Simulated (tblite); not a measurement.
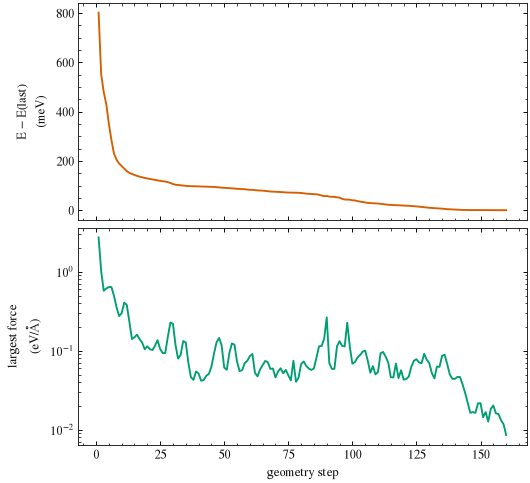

History of a geometry optimisation.

CH₁₁FSi₄ (SMILES F[SiH2][Si@H]([SiH3])C[SiH3]); GFN2-xTB geometry optimisation, gas phase in tblite.

Question: How did it end, and what did it gain?

Answer: The optimisation met its thresholds at geometry 160, counting the start as the first. The energy fell by about 800 meV from the first step to the last. The largest force goes from about 2.7 eV/Å at the start to 9 × 10⁻³ eV/Å at the end.
